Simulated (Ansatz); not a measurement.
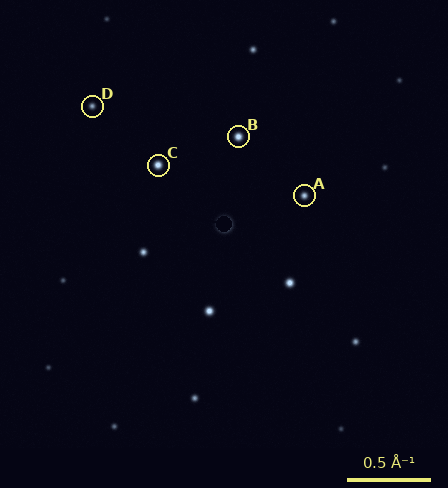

Simulated selected-area electron diffraction pattern (200 kV, kinematic approximation, thin crystal, B = 1 Å² for all atoms). The zone axis points towards the electron source and the pattern is seen from the source side.

Crystal: Be, space group P6_3/mmc (No. 194), a = 2.25 Å, c = 7.16 Å (hexagonal axes). Structure: the geometry relaxed with DFT, PBEsol, plane waves (420 eV) with PAW, scalar-relativistic in Ansatz; the starting structure was generated, so it need not be a known form of this composition.

Spot A is indexed 0 -1 0 and spot B 1 -1 -1.

What are the indices of the remaining marked spots?

C = −A + B = 1 0 -1 (d = 1.878 Å). D = −2A + 2B = 2 0 -2 (d = 0.939 Å).

Which zone axis is this?

The cross product of A and B is parallel to [101]; every spot obeys hu + kv + lw = 0.

What are the spacings of A and B and the angle between them?

d(A) = 1.946 Å, d(B) = 1.878 Å, and the angle is 61.2°.
